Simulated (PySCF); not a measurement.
# EPR calculation of C$_{4}$H$_{6}$BN$_{2}$

System: C$_{4}$H$_{6}$BN$_{2}$, multiplicity 2, SMILES C#CB([N]C)N=C.
Method: UKS B3LYP, pcH-1 on B C H N, non-relativistic, mean-field spin-orbit, GIAO (PySCF 2.14.0).

It belongs to a series of runs on one base structure; here: H removed from N.

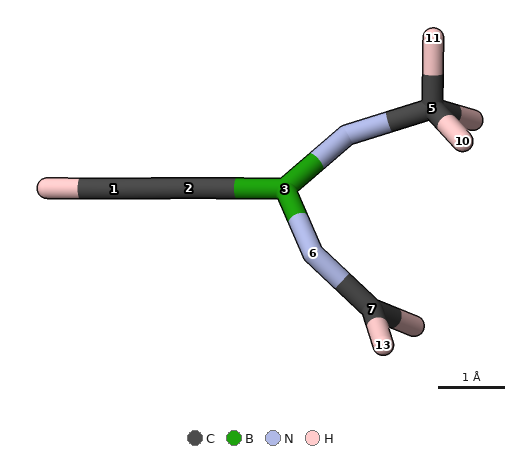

Fig. 1: The structure as given in the input (stick view, seen at a tilt; atoms are numbered from 1 in the order of the input). Bond lengths as drawn: B–C 1.52 Å, B–N 1.34 to 1.46 Å, C–C 1.20 Å, C–H 1.05 to 1.10 Å and C–N 1.24 to 1.39 Å.

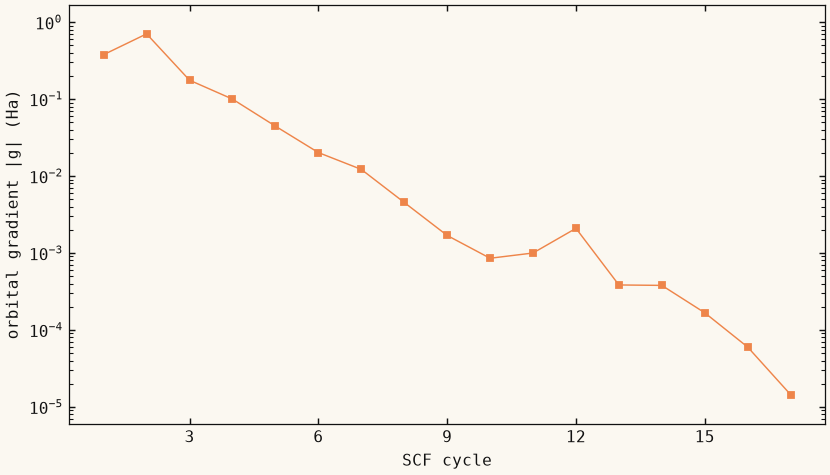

Fig. 2: Convergence of the self-consistent field: orbital gradient |g| against the SCF cycle. All cycles printed in the log are drawn one after another.

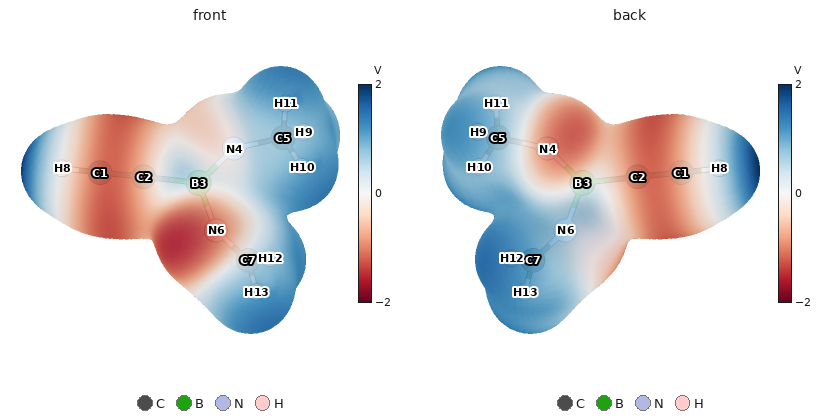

Fig. 3: The molecular electrostatic potential painted on the density surface at 0.004 e/bohr³, seen face on and from behind; red is negative and blue positive. A positive charge is drawn to the negative regions and a negative charge to the positive ones.

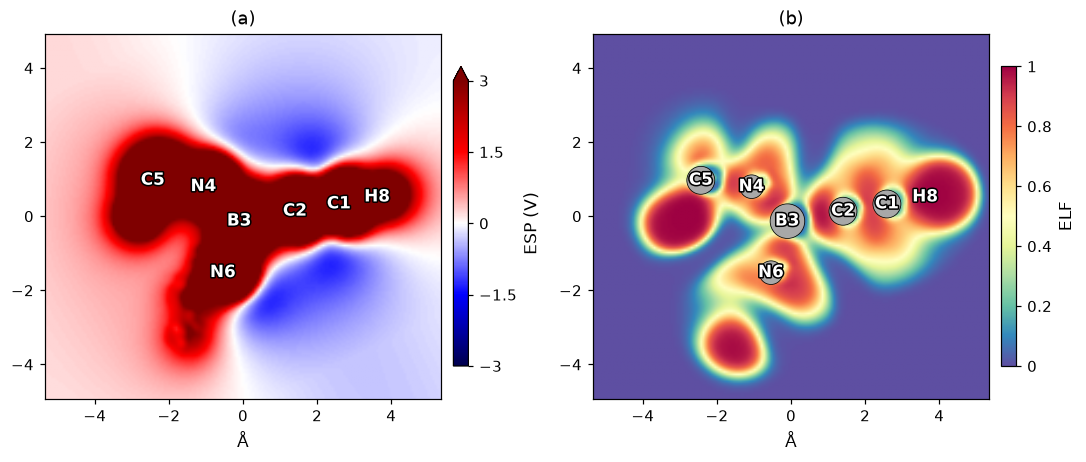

Fig. 4: (a) molecular electrostatic potential; (b) electron localisation function on the plane of atoms C2, B3 and N4. Grey discs, where drawn, cover atomic cores. Atoms in the plane: C, B, N and H. C–C (1.20 Å): the ELF peaks at about 0.90 between the atoms (a multiple bond by its length, whose ELF region spreads away from the axis). C–B (1.52 Å): the ELF peaks at about 0.95 between the atoms (a covalent bond). C–H (1.05 Å): the ELF climbs to about 1 towards the hydrogen, as it does in any bond to H.

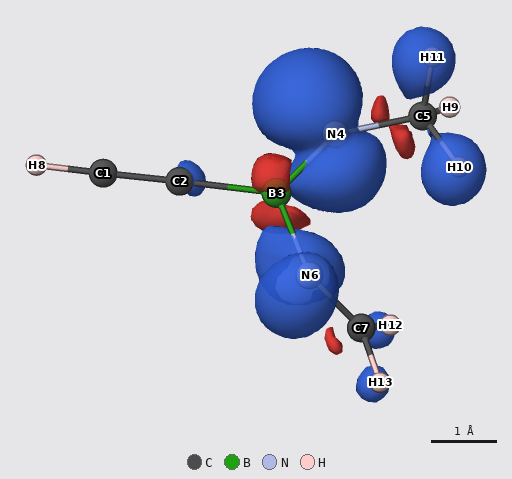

Fig. 5: Isosurfaces of the spin density (α minus β) at +0.02 (blue) and −0.02 e/Å³ (red), seen face on. The unpaired spin (1 electron) lies mostly on N4 (about 0.6) and N6 (about 0.2), in electrons by Hirshfeld's partition.

The input that produced these results follows, with the program's output.

## The input
```
{"job": {"kind": "epr", "basis": "pcH-1"}, "charge": 0, "multiplicity": 2}
C     -0.963277     2.812616    -1.296171
C     -0.623789     1.843521    -0.671861
B     -0.210259     0.605264     0.110856
N      1.042167     0.277653     0.466100
C      1.773862    -0.593660     1.266396
N     -1.257145    -0.331129     0.507206
C     -1.421879    -1.553379     0.376566
H     -1.247422     3.668722    -1.837511
H      2.475253    -1.181714     0.662619
H      1.129699    -1.283014     1.836651
H      2.348741    -0.017735     2.003129
H     -0.788223    -2.214238    -0.223579
H     -2.262116    -2.032421     0.874544
```

The first line tells a small driver script what to run in PySCF; the rest is the geometry in Å.

Launch command:
```bash
OMP_NUM_THREADS=1 python <driver script> task.json out
```

## Log
```
UKS, coarse grid
  cycle   1  E = -290.23205970  |g| = 3.78e-01
  cycle   2  E = -290.04689618  |g| = 7.04e-01
  cycle   3  E = -290.30352704  |g| = 1.76e-01
  cycle   4  E = -290.31656777  |g| = 1.00e-01
  cycle   5  E = -290.32023423  |g| = 4.45e-02
  cycle   6  E = -290.32121024  |g| = 2.02e-02
  cycle   7  E = -290.32138998  |g| = 1.22e-02
  cycle   8  E = -290.32149609  |g| = 4.54e-03
  cycle   9  E = -290.32151881  |g| = 1.69e-03
  cycle  10  E = -290.32152511  |g| = 8.54e-04
UKS, final grid
  cycle   1  E = -290.32153635  |g| = 9.99e-04
  cycle   2  E = -290.32153608  |g| = 2.09e-03
  cycle   3  E = -290.32153804  |g| = 3.84e-04
  cycle   4  E = -290.32153841  |g| = 3.79e-04
  cycle   5  E = -290.32153920  |g| = 1.67e-04
  cycle   6  E = -290.32153922  |g| = 5.98e-05
  cycle   7  E = -290.32153923  |g| = 1.44e-05
E = -290.32153923 Eh   <S^2> = 0.7582 (exact 0.7500)
g shifts (ppm)      1          2          3
  rmc          -225       -225       -225
  gc             10         10         48
  oz_so         -57       1690       5885
  total        -273       1474       5707
hyperfine (MHz)  atom isotope    a_iso     a_fc   dipolar eigenvalues
    0   13C       1.97       1.97     -2.71      0.33      2.38
    1   13C      25.28      25.28     -1.88     -1.12      3.00
    2   11B     -28.87     -28.87    -12.50     -2.25     14.75
    3   14N      51.14      51.14    -37.78    -33.18     70.95
    4   13C     -18.51     -18.51     -5.12     -1.94      7.06
    5   14N       3.41       3.41    -11.61     -9.09     20.70
    6   13C     -13.03     -13.03     -3.75     -0.01      3.76
    7    1H       1.70       1.70     -0.73     -0.23      0.96
    8    1H       4.11       4.11     -5.51     -3.93      9.44
    9    1H     129.46     129.46     -5.91     -1.64      7.55
   10    1H     123.75     123.75     -6.74     -5.33     12.07
   11    1H      40.52      40.52     -3.25     -1.06      4.31
   12    1H      38.97      38.97     -3.08     -0.82      3.90
```

## Key numbers

```json
{"quantity": "outcome", "value": "converged"}
{"quantity": "total energy", "value": "−290.321539 hartree"}
{"quantity": "⟨S²⟩", "value": "0.758"}
{"quantity": "isotropic g", "value": "2.0046"}
{"quantity": "hardware", "value": "1 CPU thread, shared host"}
{"quantity": "wall time", "value": "54 s"}
{"quantity": "peak memory", "value": "0.91 GiB"}
```
